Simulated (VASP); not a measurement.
Band structure of InPd (space group Pm-3m). These are PBE GGA, VASP's PBE PAW potentials (set 64) (plane waves; VASP 6.6.1) values and carry that method's errors.

Unless said otherwise, spin-orbit coupling is left out, though it shifts the bands of the heavy elements here.

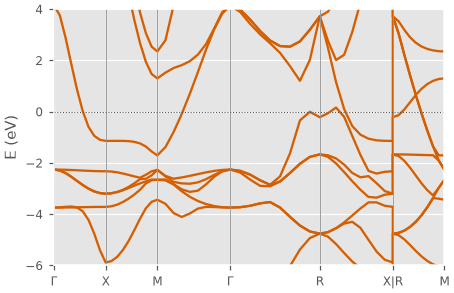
Figure: Bands along high-symmetry lines, zero at the valence-band maximum or, without a gap, the Fermi level

Question: Read the plot: is there a gap, and where are the band edges?

Answer: It has no gap at this level: it comes out as a metal or semimetal.

The structure comes from a computed database's InPd entry; how it stands against other phases isn't given here. The cell was not relaxed at this level. The electron count is odd and the run is not spin-polarised, which forces a metal.
